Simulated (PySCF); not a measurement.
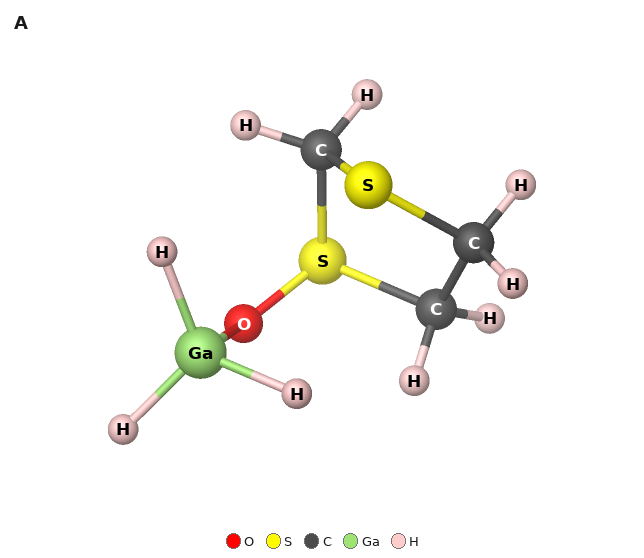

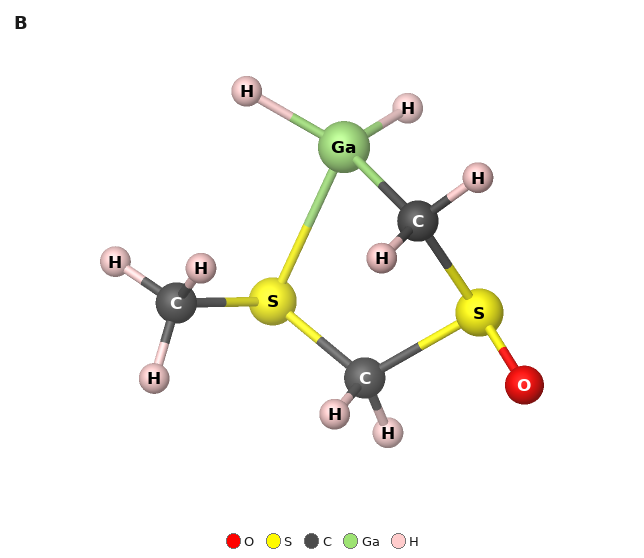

2 stationary structures of one formula. Geometries: GFN2-xTB. Electronic energies: ωB97X-D/def2-SVPD (PySCF 2.14.0), without zero-point energy. No frequency run is at hand to confirm each as a minimum. Each is one conformer, not always the lowest.

Question: Which is lowest in energy, and by how much?

Answer: B is lowest; A lies 0.170 eV above it.

The geometry is semi-empirical. Around Ga such bond lengths and angles can be off by a tenth of an ångström or more and by several degrees, and values that hang on the shape move with them.
